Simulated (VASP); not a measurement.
# Two runs on WH2O3F2

System: WH2O3F2 (8 atoms in the cell).
Method of run A: Kohn-Sham DFT of a periodic cell, PBE, VASP PAW PBE potentials, recommended, no spin polarisation (VASP 6.6.1).

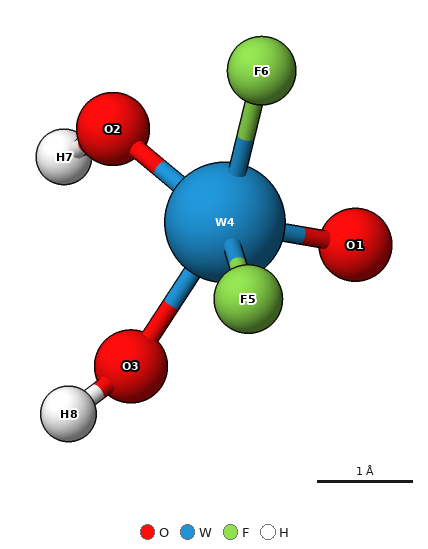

Fig. 1: The structure (ball-and-stick view of the molecule without its box, seen at a tilt; atoms are numbered from 1 in the order of the input). Bond lengths as drawn: F–W 1.90 to 1.98 Å, H–O 0.98 to 1.04 Å and O–W 1.64 to 1.85 Å.

### INCAR, run A
```
ALGO = Normal
EDIFF = 1E-7
ENCUT = 520
GGA = PE
ISIF = 2
ISMEAR = 0
LASPH = T
LCHARG = F
LREAL = F
LWAVE = F
NBANDS = 34
NELM = 100
PREC = Accurate
SIGMA = 0.01
```

### KPOINTS, run A
```
k-points
0
Gamma
  1 1 1
```

### POSCAR, run A
```
H2WO3F2
1.0
   13.0000000000      0.0000000000      0.0000000000
    0.0000000000     13.0000000000      0.0000000000
    0.0000000000      0.0000000000     13.0000000000
O W F H
3 1 2 2
Direct
    0.3773670000      0.4405940000      0.6253580000
    0.5882250000      0.4751870000      0.5844380000
    0.4785730000      0.3786600000      0.4522500000
    0.4582300000      0.4884750000      0.5408310000
    0.3781140000      0.5505600000      0.4272410000
    0.4687890000      0.6285340000      0.5823250000
    0.6291600000      0.4067960000      0.5921510000
    0.4938810000      0.3762820000      0.3784900000
```

Command:
```bash
cat potpaw_PBE.64/O/POTCAR potpaw_PBE.64/W_sv/POTCAR potpaw_PBE.64/F/POTCAR potpaw_PBE.64/H/POTCAR > POTCAR
mpirun -np 1 vasp_gam > vasp.out
```

Hardware: 1 thread of Intel Xeon @ 2.50GHz (Skylake/Cascade Lake), 128 GiB of memory available, shared host.

### OSZICAR and lines of OUTCAR (run A)
```
N       E                     dE             d eps       ncg     rms          rms(c)
DAV:   1     0.551472691189E+03    0.55147E+03   -0.16892E+04    84   0.904E+02
DAV:   2     0.193533825631E+03   -0.35794E+03   -0.32586E+03   102   0.172E+02
DAV:   3    -0.368242750894E+02   -0.23036E+03   -0.22653E+03   104   0.135E+02
DAV:   4    -0.620864338062E+02   -0.25262E+02   -0.25179E+02    88   0.601E+01
DAV:   5    -0.624280326727E+02   -0.34160E+00   -0.33910E+00    88   0.773E+00    0.570E+01
DAV:   6    -0.523133945929E+02    0.10115E+02   -0.48178E+01    88   0.486E+01    0.140E+01
DAV:   7    -0.521707361376E+02    0.14266E+00   -0.76632E+00    78   0.197E+01    0.159E+01
[...]
DAV:  21    -0.516761368687E+02   -0.68185E-04   -0.31078E-06    72   0.714E-03    0.210E-03
DAV:  22    -0.516761566940E+02   -0.19825E-04   -0.53579E-07    88   0.379E-03    0.678E-04
DAV:  23    -0.516761683936E+02   -0.11700E-04   -0.26777E-07    80   0.232E-03    0.814E-04
DAV:  24    -0.516761728199E+02   -0.44263E-05   -0.60315E-08    56   0.107E-03    0.236E-04
DAV:  25    -0.516761755473E+02   -0.27274E-05   -0.31324E-08    64   0.903E-04    0.928E-05
DAV:  26    -0.516761767375E+02   -0.11902E-05   -0.12922E-08    48   0.513E-04    0.874E-05
DAV:  27    -0.516761771189E+02   -0.38138E-06    0.48392E-09    56   0.384E-04    0.337E-05
DAV:  28    -0.516761773593E+02   -0.24041E-06    0.65188E-09    48   0.279E-04    0.362E-05
DAV:  29    -0.516761774022E+02   -0.42965E-07    0.11980E-08    64   0.173E-04
   1 F= -.51676177E+02 E0= -.51676177E+02  d E =-.110219E-24
[... from OUTCAR:]
  free energy    TOTEN  =       -51.67617740 eV
  energy without entropy =      -51.67617740  energy(sigma->0) =      -51.67617740
 E-fermi :  -7.9026     XC(G=0):  -0.7141     alpha+bet : -0.3176
  free  energy   TOTEN  =       -51.6761774022 eV
  energy  without entropy=      -51.6761774022  energy(sigma->0) =      -51.67617740
```

The input of run B differs as follows (lines with − go, lines with + come):
```diff
+NELM = 60
-NELM = 100
-k-points
+Automatic mesh
-    0.3773670000      0.4405940000      0.6253580000
-    0.5882250000      0.4751870000      0.5844380000
-    0.4785730000      0.3786600000      0.4522500000
-    0.4582300000      0.4884750000      0.5408310000
-    0.3781140000      0.5505600000      0.4272410000
-    0.4687890000      0.6285340000      0.5823250000
-    0.6291600000      0.4067960000      0.5921510000
-    0.4938810000      0.3762820000      0.3784900000
+    0.3768192300      0.4365038500      0.6254192300
+    0.5928807700      0.4752730800      0.5882038500
+    0.4754730800      0.3774961500      0.4505115400
+    0.4571115400      0.4901884600      0.5394961500
+    0.3832346200      0.5501730800      0.4307653800
+    0.4692423100      0.6257346200      0.5833192300
+    0.6251807700      0.4091269200      0.5945346200
+    0.4966115400      0.3784038500      0.3798115400
```

How does run B compare with run A?

With the same functional and potentials, run B lies 61.6 meV per atom lower (other lines of the input change too). The gap on the mesh goes from 4.26 to 4.14 eV. The largest force goes from 6.497 to 1.934 eV/Å. The number of SCF iterations is the same.

### OSZICAR and lines of OUTCAR (run B)
```
N       E                     dE             d eps       ncg     rms          rms(c)
DAV:   1     0.552665932593E+03    0.55267E+03   -0.16906E+04    84   0.904E+02
DAV:   2     0.194299052928E+03   -0.35837E+03   -0.32523E+03   104   0.173E+02
DAV:   3    -0.374560038403E+02   -0.23176E+03   -0.21594E+03    94   0.136E+02
DAV:   4    -0.628650898921E+02   -0.25409E+02   -0.25331E+02    88   0.606E+01
DAV:   5    -0.631984070214E+02   -0.33332E+00   -0.33115E+00    88   0.741E+00    0.538E+01
DAV:   6    -0.527133865616E+02    0.10485E+02   -0.51476E+01    96   0.495E+01    0.133E+01
DAV:   7    -0.527876807063E+02   -0.74294E-01   -0.10141E+01    78   0.213E+01    0.159E+01
[...]
DAV:  21    -0.521687689226E+02   -0.44050E-04   -0.14126E-06    88   0.596E-03    0.137E-03
DAV:  22    -0.521687908063E+02   -0.21884E-04   -0.65563E-07    88   0.487E-03    0.879E-04
DAV:  23    -0.521688036252E+02   -0.12819E-04   -0.36791E-07    72   0.281E-03    0.625E-04
DAV:  24    -0.521688065758E+02   -0.29507E-05   -0.39080E-08    64   0.134E-03    0.211E-04
DAV:  25    -0.521688103755E+02   -0.37996E-05   -0.58845E-08    56   0.110E-03    0.173E-04
DAV:  26    -0.521688114058E+02   -0.10304E-05   -0.11451E-08    56   0.605E-04    0.925E-05
DAV:  27    -0.521688121344E+02   -0.72860E-06    0.90512E-10    56   0.450E-04    0.593E-05
DAV:  28    -0.521688123712E+02   -0.23680E-06    0.76193E-09    56   0.286E-04    0.477E-05
DAV:  29    -0.521688124639E+02   -0.92671E-07    0.11459E-08    56   0.189E-04
   1 F= -.52168812E+02 E0= -.52168812E+02  d E =-.956567-117
[... from OUTCAR:]
  free energy    TOTEN  =       -52.16881246 eV
  energy without entropy =      -52.16881246  energy(sigma->0) =      -52.16881246
 E-fermi :  -7.6936     XC(G=0):  -0.7116     alpha+bet : -0.3176
  free  energy   TOTEN  =       -52.1688124639 eV
  energy  without entropy=      -52.1688124639  energy(sigma->0) =      -52.16881246
```

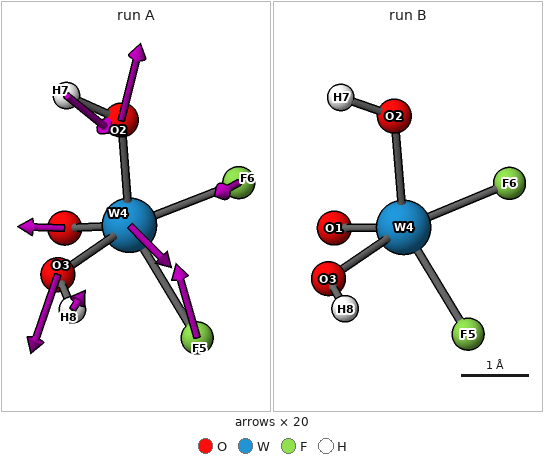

Fig. 2: The two input geometries at one scale (ball-and-stick view of the molecule without its box, seen at a tilt). The pink arrows on the first give the shifts of the atoms after the best rigid fit, magnified 20 times. The largest moves after the best rigid fit, 0.067 Å, are those of O2 and O3. By element the largest moves are O 0.067 Å, H 0.065 Å, F 0.060 Å, W 0.046 Å. Among the contacts that change: W4–F5 1.979 → 1.878 Å, O2–W4 1.791 → 1.885 Å, O2–H7 1.041 → 0.960 Å, W4–F6 1.904 → 1.859 Å.

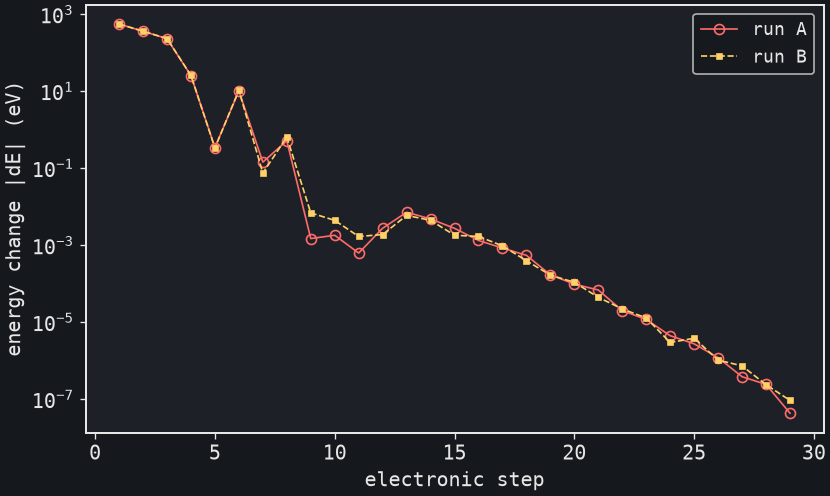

Fig. 3: Convergence of the two runs: energy change |dE| against the electronic step. Run A takes 29 steps in all, and run B takes 29.

### The two runs side by side

| quantity | run A | run B |
| --- | --- | --- |
| outcome | converged | converged |
| free energy per atom (eV) | −6.4595 | −6.5211 |
| gap on the mesh (eV) | 4.26 | 4.14 |
| largest force (eV/Å) | 6.497 | 1.934 |
| SCF iterations | 29 | 29 |
| irreducible k-points | 1 | 1 |
| plane waves at Γ | 29543 | 29543 |

For both runs: Spin–orbit coupling is left out, which matters for W.
